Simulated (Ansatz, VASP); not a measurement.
# GaAs in two plane-wave programs, part 2 of 2

One calculation is typed for both programs; each brings its own data sets. How far apart do they land? The cell is taken from a series of VASP runs on this material, whose earlier steps may have relaxed, scaled or displaced it; both programs get it as it stands. Valence electrons are named where the data sets of a main pair hold unlike numbers.

VASP 6.6.1 and Ansatz 0.2.0.

So far. Step 6 (Ansatz: single point, PBE): The run ends at a pressure of 0.01 GPa.

### Step 7. VASP: single point, PBE

Level of this step: PBE; plane waves and PAW (Ga_d, As) (VASP).

The same cell, functional, mesh and smearing now go to VASP, with its own data sets.

Contents of INCAR:

```
SYSTEM = GaAs
PREC = Accurate
ENCUT = 400
EDIFF = 1E-06
NELM = 100
ISMEAR = 0
SIGMA = 0.05
LREAL = .FALSE.
ALGO = Normal
GGA = PE
NBANDS = 25
LORBIT = 11
LWAVE = .FALSE.
LCHARG = .FALSE.
KPAR = 2
LOPTICS = .TRUE.
NEDOS = 1500
CSHIFT = 0.1
```

Contents of POSCAR:

```
GaAs
1.0
    0.0000000000      2.8722583366      2.8722583366
    2.8722583366      0.0000000000      2.8722583366
    2.8722583366      2.8722583366      0.0000000000
Ga As
1 1
Direct
    0.0000000000      0.0000000000      0.0000000000
    0.2500000000      0.2500000000      0.2500000000
```

Contents of KPOINTS:

```
Automatic mesh
0
Gamma
9 9 9
0 0 0
```

The projector-augmented-wave data sets are Ga_d and As (PBE family, release 64).

Run with:

```sh
mpirun -np 2 vasp_std
```

Numbers of over 12 decimals in the logs are rounded to 6 here.

What it wrote:

```text
[... set-up lines as in an earlier step ...]
 entering main loop
       N       E                     dE             d eps       ncg     rms          rms(c)
DAV:   1     0.102341647715E+03    0.10234E+03   -0.66085E+03  2009   0.837E+02
DAV:   2     0.301902674838E+01   -0.99323E+02   -0.90262E+02  1958   0.260E+02
DAV:   3    -0.820350763672E+01   -0.11223E+02   -0.11118E+02  2158   0.568E+01
DAV:   4    -0.842109086451E+01   -0.21758E+00   -0.21750E+00  2006   0.846E+00
[...]
DAV:  10    -0.826982274742E+01   -0.64525E-04   -0.46582E-05  2116   0.402E-02    0.314E-02
DAV:  11    -0.826987899173E+01   -0.56244E-04   -0.60059E-05  1959   0.367E-02    0.304E-03
DAV:  12    -0.826987935493E+01   -0.36319E-06   -0.96850E-07  2129   0.618E-03
   1 F= -.82698794E+01 E0= -.82698747E+01  d E =-.927456E-05
 optical routines
 imaginary and real dielectric function
 recalculating local potential from charge density
 direction            1
 direction            2
 direction            3
```

Parts of OUTCAR (step 7):

```text
  Total       -0.0025337     -0.0025337     -0.0025337      0.0000000      0.0000000      0.0000000
  in kB       -0.0856568     -0.0856568     -0.0856568      0.0000000      0.0000000      0.0000000
  external PRESSURE =      -0.0856568 kB  Pullay stress =       0.0000000 kB

 POSITION                                       TOTAL-FORCE (eV/Angst)
 -----------------------------------------------------------------------------------
      0.00000      0.00000      0.00000        -0.000000      0.000000      0.000000
      1.43613      1.43613      1.43613         0.000000     -0.000000     -0.000000
 -----------------------------------------------------------------------------------
    total drift:                                0.000003      0.000003      0.000003

  FREE ENERGIE OF THE ION-ELECTRON SYSTEM (eV)
  ---------------------------------------------------
  free  energy   TOTEN  =        -8.2698793549 eV

  energy  without entropy=       -8.2698700804  energy(sigma->0) =       -8.26987472

[... 1 part as in an earlier step ...]

[... 2 further parts left out ...]
[key lines of the parts left out:]
E-fermi :   3.5839
```

The gap is read on the k-mesh alone, so it is an upper bound where the band edges lie off the mesh. With so small a gap the low-energy part of the spectrum hangs on the few k-points near the gap and is not converged.

### Step 8. Side by side

What differs besides the data sets and the points named for the pairs above, as far as they apply: the data sets hold 28 valence electrons in Ansatz (on its default PAW (the set named soft_2) files) and 18 in VASP. Total energies have different zeros and are not compared.

Both answers:

```
              quantity  Ansatz   VASP  difference
        pressure (GPa)    0.01  -0.01       +0.02
gap on the k mesh (eV)   0.164  0.163      +0.001
```

A gap on the mesh is an upper bound, since the band edges may lie between its points. Ansatz's pressure holds a Pulay correction of 0.03 GPa; VASP's holds none.

### Step 9. What the set-up changes

Further runs change the set-up of one program: Ansatz's method, potentials or start, or VASP's data sets, cutoff or form of LDA. The table gives Ansatz less VASP for each quantity, since a change that brings one quantity closer may part another.

```csv
run,pressure (GPa),gap on the k mesh (eV)
as above,0.020,7.1e-4
Ansatz's all-electron LAPW method,0.023,0.0053
```

### Step 10. VASP: band structure, PBE, spin-orbit coupling

Levels along a path test the potential and the projectors away from the mesh points.

Contents of INCAR:

```
SYSTEM = GaAs
PREC = Accurate
ENCUT = 400
EDIFF = 1E-06
NELM = 100
ISMEAR = 0
SIGMA = 0.05
LREAL = .FALSE.
ALGO = Normal
GGA = PE
LNONCOLLINEAR = .TRUE.
MAGMOM = 0 0 0 0 0 0
NBANDS = 30
GGA_COMPAT = .FALSE.
LASPH = .TRUE.
LSORBIT = .TRUE.
LORBIT = 11
LWAVE = .FALSE.
LCHARG = .FALSE.
KPAR = 2
```

POSCAR is that of step 7.

Contents of KPOINTS:

```
Automatic mesh
0
Gamma
5 5 5
0 0 0
```

Contents of KPOINTS_OPT:

```
Line mode
16
Line-mode
Reciprocal
  0.00000000   0.00000000   0.00000000 GAMMA
  0.50000000   0.00000000   0.50000000 X

  0.50000000   0.00000000   0.50000000 X
  0.50000000   0.25000000   0.75000000 W

  0.50000000   0.25000000   0.75000000 W
  0.37500000   0.37500000   0.75000000 K

  0.37500000   0.37500000   0.75000000 K
  0.00000000   0.00000000   0.00000000 GAMMA

  0.00000000   0.00000000   0.00000000 GAMMA
  0.50000000   0.50000000   0.50000000 L

  0.50000000   0.50000000   0.50000000 L
  0.62500000   0.25000000   0.62500000 U

  0.62500000   0.25000000   0.62500000 U
  0.50000000   0.25000000   0.75000000 W

  0.50000000   0.25000000   0.75000000 W
  0.50000000   0.50000000   0.50000000 L

  0.50000000   0.50000000   0.50000000 L
  0.37500000   0.37500000   0.75000000 K

  0.62500000   0.25000000   0.62500000 U
  0.50000000   0.00000000   0.50000000 X
```

Run with:

```sh
mpirun -np 2 vasp_ncl
```

What it wrote:

```text
[... set-up lines as in an earlier step ...]
 entering main loop
       N       E                     dE             d eps       ncg     rms          rms(c)
DAV:   1     0.117215344650E+03    0.11722E+03   -0.71178E+03   902   0.140E+03
DAV:   2     0.689681612308E+01   -0.11032E+03   -0.10418E+03   866   0.379E+02
DAV:   3    -0.792844912030E+01   -0.14825E+02   -0.14650E+02  1010   0.105E+02
DAV:   4    -0.838278646048E+01   -0.45434E+00   -0.45361E+00   964   0.203E+01
[...]
DAV:  11    -0.822965273521E+01   -0.75425E-04   -0.10753E-04   948   0.125E-01    0.143E-02
DAV:  12    -0.822965735677E+01   -0.46216E-05   -0.33856E-05   976   0.666E-02    0.549E-03
DAV:  13    -0.822965757887E+01   -0.22210E-06   -0.24560E-06   962   0.129E-02
   1 F= -.82296576E+01 E0= -.82294259E+01  d E =-.463397E-03  mag=    -0.0000     0.0000    -0.0000
 Start KPOINTS_OPT (optional k-point list driver)
k-point batch [1-14\160]
       N       E                     dE             ncg
DAV:   1     0.134744503055E+03   -0.25636E+04      924
DAV:   2    -0.144539981715E+04   -0.15801E+04      902
DAV:   3    -0.165953457403E+04   -0.21413E+03     1050
DAV:   4    -0.166631681632E+04   -0.67822E+01      982
DAV:   5    -0.166643225920E+04   -0.11544E+00     1016
DAV:   6    -0.166643752554E+04   -0.52663E-02     1236
DAV:   7    -0.166643755693E+04   -0.31386E-04     1066
DAV:   8    -0.166643755732E+04   -0.39398E-06      746
[...]
k-point batch [155-160\160]
       N       E                     dE             ncg
DAV:   1     0.437111972268E+04   -0.33270E+04      388
DAV:   2     0.373811410264E+04   -0.63301E+03      368
DAV:   3     0.366261180220E+04   -0.75502E+02      460
DAV:   4     0.366077495145E+04   -0.18369E+01      472
DAV:   5     0.366074578886E+04   -0.29163E-01      422
DAV:   6     0.366074441501E+04   -0.13738E-02      608
DAV:   7     0.366074441011E+04   -0.49023E-05      456
DAV:   8     0.366074441004E+04   -0.76940E-07      408
```

From OUTCAR (step 10):

```text
  Total        0.0300638      0.0300638      0.0300638      0.0000000      0.0000000     -0.0000000
  in kB        1.0163746      1.0163746      1.0163746      0.0000000      0.0000000     -0.0000000
  external PRESSURE =       1.0163746 kB  Pullay stress =       0.0000000 kB

 POSITION                                       TOTAL-FORCE (eV/Angst)
 -----------------------------------------------------------------------------------
      0.00000      0.00000      0.00000        -0.000000      0.000000     -0.000000
      1.43613      1.43613      1.43613         0.000000     -0.000000      0.000000
 -----------------------------------------------------------------------------------
    total drift:                                0.000000      0.000000      0.000000

  FREE ENERGIE OF THE ION-ELECTRON SYSTEM (eV)
  ---------------------------------------------------
  free  energy   TOTEN  =        -8.2296575789 eV

  energy  without entropy=       -8.2291941822  energy(sigma->0) =       -8.22942588

 magnetization (x)
# of ion       s       p       d       tot
------------------------------------------
    1        0.000   0.000  -0.000  -0.000
    2       -0.000  -0.000   0.000  -0.000
--------------------------------------------------
tot         -0.000  -0.000  -0.000  -0.000

 magnetization (y)
# of ion       s       p       d       tot
------------------------------------------
    1        0.000   0.000   0.000   0.000
    2        0.000  -0.000   0.000  -0.000
--------------------------------------------------
tot          0.000  -0.000   0.000  -0.000

 magnetization (z)
# of ion       s       p       d       tot
------------------------------------------
    1       -0.000   0.000   0.000  -0.000
    2        0.000   0.000  -0.000   0.000
--------------------------------------------------
tot         -0.000   0.000  -0.000   0.000

[... 1 part as in an earlier step ...]

[... 2 further parts left out ...]
[key lines of the parts left out:]
E-fermi :   3.6571
```

The run ends at a pressure of 0.10 GPa.

### Step 11. Ansatz: band structure, PBE, spin-orbit coupling

The same cell, functional, mesh and smearing now go to Ansatz, which takes its cutoff from its data sets.

The cell is taken from a series of VASP runs on this material, whose earlier steps may have relaxed, scaled or displaced it; both programs get it as it stands.

Contents of input.yaml:

```yaml
crystal:
  lattice:
    - [0.0, 2.8722583366, 2.8722583366]
    - [2.8722583366, 0.0, 2.8722583366]
    - [2.8722583366, 2.8722583366, 0.0]
  atoms:
    - { symbol: Ga, position: [0.0, 0.0, 0.0] }
    - { symbol: As, position: [0.25, 0.25, 0.25] }
hamiltonian:
  xc: pbe
  pseudopotentials: { kind: paw_fr }
magnetization:
  noncollinear: true
  spin_orbit: true
kpoints:
  mp_grid: { grid: [5, 5, 5] }
  band_path:
    path:
      - [0.0, 0.0, 0.0]
      - [0.16667, 0.0, 0.16667]
      - [0.33333, 0.0, 0.33333]
      - [0.5, 0.0, 0.5]
      - [0.5, 0.08333, 0.58333]
      - [0.5, 0.18333, 0.68333]
      - [0.5, 0.25, 0.75]
      - [0.45, 0.3, 0.75]
      - [0.40833, 0.34167, 0.75]
      - [0.35, 0.35, 0.7]
      - [0.225, 0.225, 0.45]
      - [0.075, 0.075, 0.15]
      - [0.03333, 0.03333, 0.03333]
      - [0.23333, 0.23333, 0.23333]
      - [0.4, 0.4, 0.4]
      - [0.51667, 0.46667, 0.51667]
      - [0.55833, 0.38333, 0.55833]
      - [0.60833, 0.28333, 0.60833]
      - [0.60833, 0.25, 0.64167]
      - [0.55833, 0.25, 0.69167]
      - [0.51667, 0.25, 0.73333]
      - [0.5, 0.3, 0.7]
      - [0.5, 0.38333, 0.61667]
      - [0.5, 0.48333, 0.51667]
      - [0.475, 0.475, 0.55]
      - [0.425, 0.425, 0.65]
      - [0.38333, 0.38333, 0.73333]
      - [0.59167, 0.18333, 0.59167]
      - [0.55, 0.1, 0.55]
      - [0.5, 0.0, 0.5]
    npoints: 1
scf:
  occupations: { method: gaussian, width: 0.05 }
  n_extra_bands: 14
output:
  forces: true
  stress: true
  eigenvalues: true
  write_density: true
  write_potential: true
  elf: true
  volumetric_format: npy
```

Run with:

```sh
ansatz run input.yaml --threads 2 --pin off --max-ram 4608MiB --backend cpu --events-out ev --progress --plain --runs-dir out
```

What it wrote:

```text
[...]
non-collinear run that drives no moment, with spin-orbit: no starting moment large enough to seed its density (crystal.atoms[].spin), no starting occupations that ask for one, no magnetisation constraint and no magnetic field, so the semilocal B_xc is pinned to zero
Crystal: 2 atoms, lattice volume = 47.392 Å³
[...]
k-point 1: bands = [... 24 lower, 6.9937, 6.9937, 7.2006, 7.2036, 8.9705, 8.9705, 11.8758, 11.8758, ... 10 higher]
  k-point 2: bands = [... 24 lower, 6.4665, 6.4665, 6.6677, 6.6693, 8.5106, 8.5106, 12.1630, 12.1630, ... 10 higher]
  k-point 9: bands = [... 24 lower, 4.1592, 4.2325, 5.0618, 5.1021, 11.2522, 11.3837, 11.6496, 11.6860, ... 10 higher]
[key lines of the parts left out:]
SCF converged after 9 iterations
Magnetization: |M| = 0.0000 μB,  M = (+0.0000, +0.0000, +0.0000) μB
Free energy (F): -8640.005448 eV
Fermi energy:    7.710972 eV
P = ⅓ Tr σ = 0.1273 GPa (1.273 kbar)
```

Wall time 7.7 s (2 threads of Arm Neoverse V1, shared host); peak memory 0.45 GiB.

### Step 12. Differences

What differs besides the data sets and the points named for the pairs above, as far as they apply: spin-orbit coupling enters by fully relativistic files in Ansatz and inside the spheres in VASP; the data sets hold 28 valence electrons in Ansatz (on its fully relativistic PAW (standard-fr) files) and 18 in VASP. Total energies have different zeros and are not compared.

The two programs side by side:

```
                     quantity  Ansatz   VASP  difference
               pressure (GPa)    0.13   0.10       +0.03
gap over the path points (eV)   0.052  0.055      -0.002
```

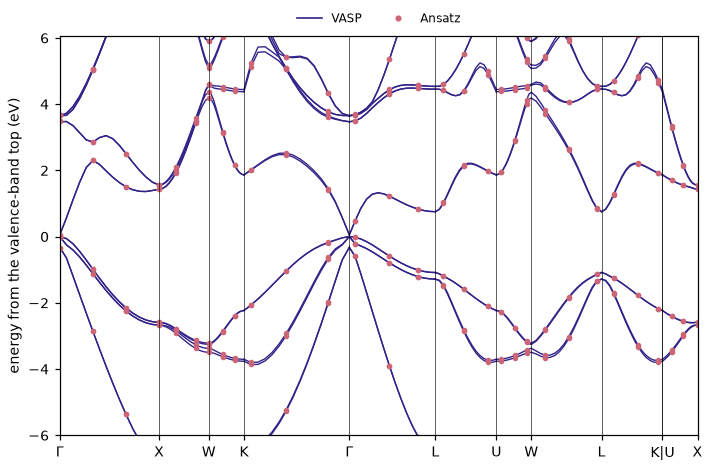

Bands from VASP (lines) and levels from Ansatz (dots). Dots without a line are higher empty bands that the VASP plot leaves out.

Levels at points of the path, from each program's valence-band top (eV; 6 filled, then empty):

```
k (reciprocal lattice)                                                             Ansatz                                                               VASP
     0.000 0.000 0.000      -0.33 -0.33 0.00 0.00 0.00 0.00 0.05 0.05 3.48 3.48 3.66 3.66      -0.32 -0.32 0.00 0.00 0.00 0.00 0.06 0.06 3.47 3.47 3.65 3.65
     0.167 0.000 0.167  -2.86 -2.86 -1.12 -1.12 -0.98 -0.98 2.30 2.30 2.86 2.86 5.04 5.04  -2.86 -2.86 -1.12 -1.12 -0.98 -0.98 2.30 2.30 2.86 2.86 5.04 5.04
     0.333 0.000 0.333  -5.37 -5.37 -2.25 -2.25 -2.15 -2.15 1.51 1.51 2.51 2.51 7.64 7.64  -5.37 -5.37 -2.25 -2.25 -2.15 -2.15 1.51 1.51 2.51 2.51 7.63 7.63
     0.500 0.000 0.500  -6.71 -6.71 -2.67 -2.67 -2.58 -2.58 1.44 1.44 1.57 1.57 9.64 9.64  -6.72 -6.72 -2.67 -2.67 -2.59 -2.59 1.43 1.43 1.56 1.56 9.64 9.64
     0.500 0.083 0.583  -6.69 -6.66 -2.91 -2.84 -2.80 -2.77 1.92 1.94 2.04 2.09 8.66 8.73  -6.69 -6.67 -2.91 -2.84 -2.80 -2.78 1.91 1.94 2.03 2.08 8.65 8.72
     0.500 0.183 0.683  -6.60 -6.55 -3.37 -3.26 -3.16 -3.13 3.42 3.48 3.49 3.58 6.39 6.45  -6.61 -6.56 -3.37 -3.26 -3.17 -3.13 3.42 3.48 3.49 3.57 6.38 6.45
     0.500 0.250 0.750  -6.57 -6.52 -3.49 -3.37 -3.25 -3.21 4.19 4.36 4.58 4.60 5.09 5.19  -6.58 -6.53 -3.49 -3.38 -3.25 -3.22 4.19 4.36 4.58 4.60 5.08 5.19
     0.450 0.300 0.750  -6.57 -6.51 -3.63 -3.56 -2.87 -2.84 3.12 3.17 4.45 4.53 6.03 6.08  -6.57 -6.52 -3.63 -3.56 -2.87 -2.85 3.12 3.16 4.45 4.53 6.02 6.08
     0.408 0.342 0.750  -6.56 -6.52 -3.73 -3.67 -2.40 -2.39 2.16 2.18 4.40 4.47 7.04 7.09  -6.57 -6.52 -3.73 -3.67 -2.40 -2.39 2.15 2.17 4.39 4.46 7.03 7.09
     0.350 0.350 0.700  -6.48 -6.43 -3.86 -3.80 -2.07 -2.06 2.01 2.02 5.14 5.25 7.19 7.22  -6.49 -6.44 -3.86 -3.80 -2.07 -2.07 2.01 2.02 5.13 5.24 7.18 7.21
```

Among the levels compared at these points, filled levels agree within 8 meV and empty ones within 9 meV. Ansatz's pressure holds a Pulay correction of 0.03 GPa; VASP's holds none.

### Step 13. Other set-ups

Further runs change the set-up of one program: Ansatz's method, potentials or start, or VASP's data sets, cutoff or form of LDA. The table gives Ansatz less VASP for each quantity, since a change that brings one quantity closer may part another.

```
                              run  pressure (GPa)  gap over the path points (eV)
                         as above           0.026                        -0.0025
Ansatz's all-electron LAPW method           0.017                         0.0022
```

### Step 14. Outcome

* largest difference of a filled level at the path points (band structure, PBE): 11 meV
* difference in gap on the k mesh (single point, PBE): 7.1e-4 eV
* largest difference of a filled level at the path points (band structure, PBE, spin-orbit coupling): 7.6 meV

What this shows: The largest difference of a filled level at the path points is 11 meV (band structure, PBE), within the 80 meV picked in this series as the mark of a large difference. The data sets hold unlike numbers of valence electrons (28 in Ansatz and 18 in VASP), so part of the differences comes from the potentials. Band structure, PBE, Ansatz's all-electron LAPW method: the difference in gap over the path points goes from 8.0e-4 to 0.0053 eV. Single point, PBE, Ansatz's all-electron LAPW method: the difference in gap on the k mesh goes from 7.1e-4 to 0.0053 eV. Band structure, PBE, spin-orbit coupling, Ansatz's all-electron LAPW method: the difference in pressure goes from 0.026 to 0.017 GPa; the difference in gap over the path points goes from -0.0025 to 0.0022 eV. How closely two codes agree says nothing of how well the functional describes the real material.

[Lines on the potential files, build, host, timing and source positions are cut from VASP's logs without a mark.]

[Logs are printed without paths, hosts, clocks, repeated set-up lines and the standing remarks that a program may print on its own settings, such as how far it seeks lower states.]

[Hosts, paths, dates, database ids (printed as entryN), source tags and the programs' standing remarks are cut or masked in the printed files.]
